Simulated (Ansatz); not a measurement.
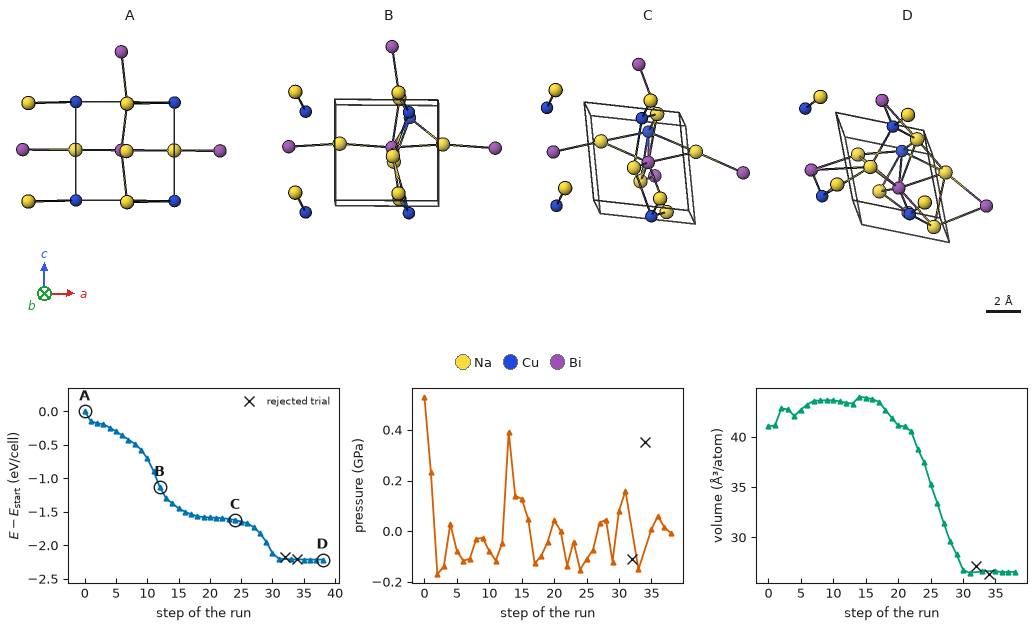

Frames of a relaxation of crystalline Na3CuBi (built on the cubic perovskite type) (coarse preliminary run), marked on the history of the run. A ball-and-stick model of the cell of the calculation, seen along the b axis.

These are results of DFT PBE, scalar-relativistic, plane waves, PAW in Ansatz 0.2.0, not measurements. Settings: plane-wave cutoff 420 eV; k-point mesh 4 × 4 × 4; occupations gaussian; smearing width 0.1 eV; no spin polarisation; cell and atoms relaxed; force threshold 0.015 eV/Å; at most 120 steps.

**What happens along the run?**

The run was cut off at its time limit before the program reported convergence, but its last step already meets the force threshold: the largest component is 0.0034 eV/Å against 0.015 eV/Å. The pressure is within 0.01 GPa of its target. After 36 accepted moves (38 points after the start) the energy has fallen by 2.212 eV per cell of the calculation. Largest force component: 1 eV/Å at the start, 0.0034 eV/Å at the end. The pressure goes from 0.53 to −0.01 GPa. The line search rejected the trial steps at points 32, 34 of the run. The Cu atom moves most relative to the cell: 1.97 Å roughly along [−3 −1 0]. Largest moves by element: Cu 1.97 Å, Na 1.87 Å, Bi 0.94 Å. Cell: a 5.869 → 5.362 Å (−8.6 %), b 5.977 → 5.746 Å (−3.9 %), c 5.854 → 5.509 Å (−5.9 %), α 90.7° → 121.1°, β 90.4° → 113.6°, γ 88.3° → 74.5°. Volume −35.3 %. Near-neighbour distances that change, for instance: Cu–Na 7.210 → 2.910 Å, Na–Na 7.084 → 3.168 Å, Bi–Na 6.310 → 3.365 Å, Bi–Na 6.795 → 3.942 Å. New bonds form, among them: Bi–Cu (5.15 → 2.71 Å), Bi–Na (6.31 → 3.36 Å), Cu–Na (4.02 → 3.15 Å), Cu–Na (4.06 → 2.94 Å). Among the angles between lasting bonds that change: Na–Bi–Na 96.7° → 156.2°, Bi–Na–Bi 172.2° → 112.8°, Na–Bi–Na 172.2° → 112.8°. The space group stays P1 (No. 1). Cost: 25 min on 1 thread of Arm Neoverse V1, on a shared host, peak memory 0.66 GiB. From step 0 to 12: the Cu atom moves most (1.98 Å), volume +5.7 %, energy −1.129 eV per cell of the calculation. From step 12 to 24: a Na atom moves most (1.08 Å), volume −13.6 %, energy −0.491 eV per cell of the calculation. From step 24 to 38: a Na atom moves most (1.10 Å), volume −29.1 %, energy −0.592 eV per cell of the calculation.
